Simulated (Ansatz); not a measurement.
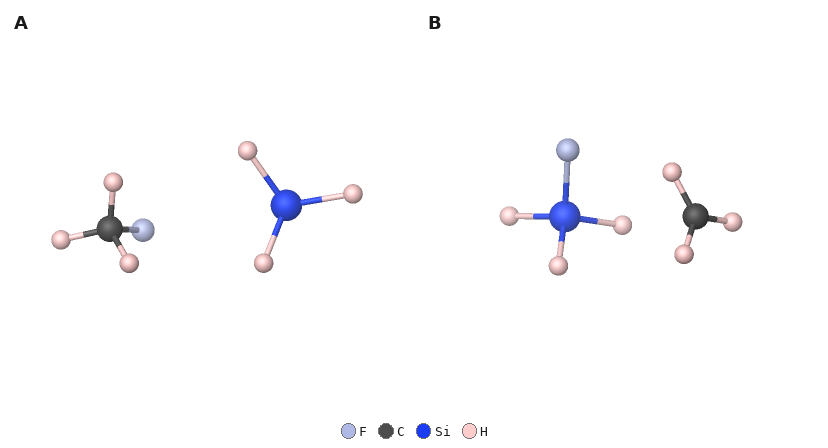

2 stationary structures of one formula. The species is neutral and a spin doublet. Geometries: PBE0-D4/def2-TZVP. Electronic energies: CCSD(T)/CBS (MP2 limit from def2-TZVPP and def2-QZVPP plus CCSD(T) − MP2) (Ansatz 0.2.0), without zero-point energy. Each is one conformer, not always the lowest.

Which is lowest in energy, and by how much?

Answer. B is lowest (a minimum); A lies 1.708 eV above it (a minimum).
